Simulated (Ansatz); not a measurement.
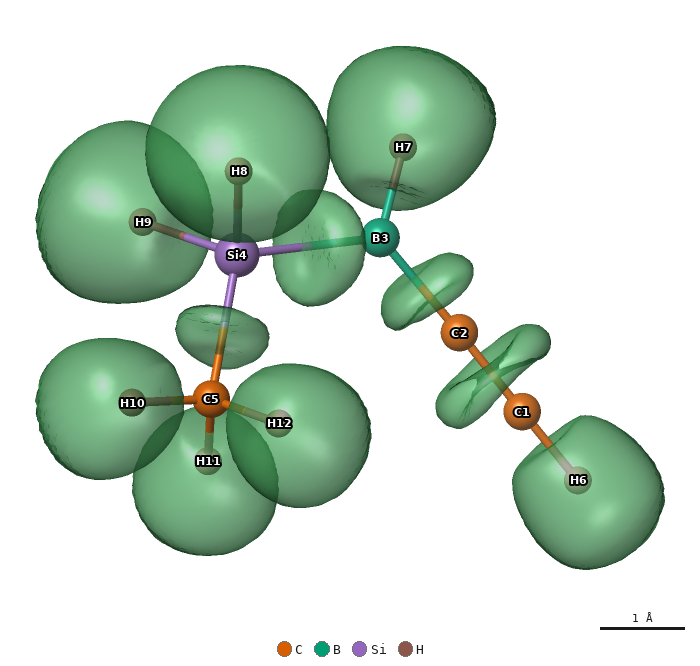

Figure. C3H7BSi (SMILES C#CB[SiH2]C). Isosurface of the electron localisation function at 0.85 (green), seen at a tilt. Core shells and regions of very low density are left out.

Theory: RKS B3LYP/def2-SVP in Ansatz.

| atom | x (Å) | y (Å) | z (Å) |
| --- | --- | --- | --- |
| C | 0.2612 | 2.7952 | 0.7532 |
| C | 0.3562 | 1.6214 | 1.0872 |
| B | 0.4618 | 0.1663 | 1.4589 |
| Si | 0.0329 | -1.3359 | 0.1648 |
| C | -0.4732 | -0.7786 | -1.5714 |
| H | 0.1831 | 3.8290 | 0.4679 |
| H | 0.8153 | -0.1165 | 2.5801 |
| H | 1.2347 | -2.2310 | 0.0825 |
| H | -1.0639 | -2.1585 | 0.7763 |
| H | -0.6990 | -1.6417 | -2.2177 |
| H | -1.3688 | -0.1378 | -1.5293 |
| H | 0.3337 | -0.1968 | -2.0457 |

Q: Where are the electrons localised?

A: The ELF exceeds this value in one region between bonded B–C atoms (shared pairs), one region between bonded B–Si atoms (shared pairs), one region between bonded C–C atoms (shared pairs), one region between bonded C–Si atoms (shared pairs) and seven regions around hydrogen nuclei. Along the contacts the grid gives the following. C–C (1.22 Å): the ELF peaks at about 0.85 between the atoms; a short, multiple covalent bond. C–B (1.51 Å): the ELF peaks at about 0.95 between the atoms; a covalent bond.
